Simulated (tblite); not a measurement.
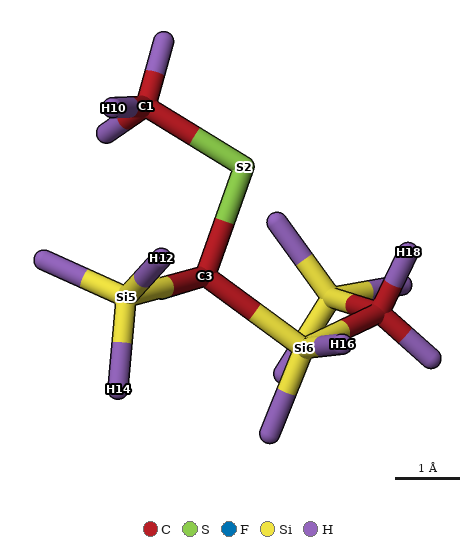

Fig. 1: The input geometry (stick view, seen at a tilt; atoms are numbered from 1 in the order of the input).

**Run report: C$_{3}$H$_{13}$FSSi$_{3}$, frequency calculation**

System: C$_{3}$H$_{13}$FSSi$_{3}$.
Method: GFN2-xTB harmonic vibrations, gas phase (tblite 0.8.0).

It belongs to a series of runs on one base structure; here: SiH2 inserted into a C-C bond.

Input:
```
{"job": {"kind": "ir", "xc": "GFN2-xTB", "basis": "xTB"}, "charge": 0, "multiplicity": 1}
C      2.103925     2.010960    -0.464398
S      0.425648     1.424375    -0.851454
C      0.575984    -0.369073    -0.561424
F      0.922963    -0.556975     0.791743
Si     1.968037    -1.168208    -1.615958
Si    -1.188488    -1.119243    -0.783010
C     -2.453636    -0.121415     0.204159
Si    -2.043541     0.179443     2.044660
H      2.036323     3.090455    -0.370932
H      2.789813     1.742834    -1.263283
H      2.416268     1.575447     0.479896
H      1.846168    -0.621405    -2.964372
H      3.260396    -0.842976    -1.012848
H      1.758381    -2.612618    -1.585728
H     -1.066504    -2.494486    -0.287998
H     -1.459585    -1.106914    -2.225292
H     -3.415145    -0.630075     0.135698
H     -2.584021     0.848560    -0.276483
H     -1.712804    -1.092881     2.687704
H     -3.239807     0.746029     2.679823
H     -0.949296     1.135110     2.179499
```

The first line tells a small driver script what to run in tblite; the rest is the geometry in Å.

Run on 1 CPU thread, shared host.

Run as:
```bash
OMP_NUM_THREADS=1 python <driver script> task.json out
```

What the program printed:
```
mode    cm-1     km/mol
  1      38.6      0.22
  2      40.2      1.03
  3      67.7      3.43
  4      94.9      1.14
  5      99.3      0.39
  6     133.2      0.43
  7     141.8      1.42
  8     145.9      1.09
  9     184.7      0.54
 10     193.4      0.79
 11     208.6      1.40
 12     218.5      0.43
 13     298.0     14.02
 14     323.4     11.65
 15     434.7     13.27
 16     467.2     19.87
 17     496.5     12.79
 18     521.2     22.97
 19     527.6     37.04
 20     550.6     53.59
 21     589.3     51.37
 22     636.2     45.80
 23     703.4     61.89
 24     718.1      8.23
 25     731.6    346.52
 26     747.6     24.11
 27     754.2    219.82
 28     768.3    198.35
 29     771.2    353.54
 30     781.8    250.26
 31     791.3    177.12
 32     801.6    253.66
 33     804.9    328.31
 34     827.0     13.81
 35     863.1    156.15
 36     924.9     69.84
 37     941.3      5.53
 38     958.5     27.83
 39    1019.9      3.84
 40    1133.5     88.51
 41    1311.4      0.92
 42    1443.2      1.76
 43    1448.4      7.43
 44    1451.0      6.61
 45    2224.4    421.10
 46    2230.8    239.62
 47    2244.0     92.44
 48    2264.6    328.74
 49    2277.0    272.95
 50    2299.5    115.70
 51    2304.1    227.79
 52    2305.5    581.17
 53    2975.8     48.26
 54    2982.3     11.58
 55    3017.6     13.24
 56    3036.5      4.27
 57    3053.0      4.81
```

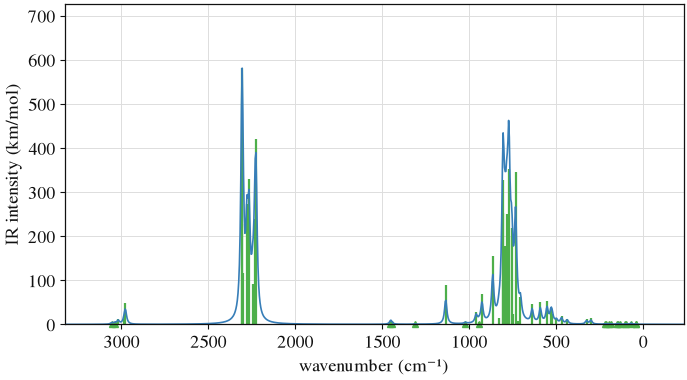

Fig. 2: Harmonic infrared spectrum, unscaled: sticks (degenerate modes added up, dark ones marked on the axis) with a Lorentzian envelope of 16 cm⁻¹ full width, scaled to the tallest stick. 57 modes from 39 to 3053 cm⁻¹, none imaginary. The strongest line is at 2306 cm⁻¹ (581 km/mol).

Results in brief:

| quantity | value |
| --- | --- |
| outcome | converged |
| total energy | −712.6778 eV |
| zero-point energy | 86.2360 kcal/mol |
| wall time | 1.8 s |
| peak memory | 0.18 GiB |
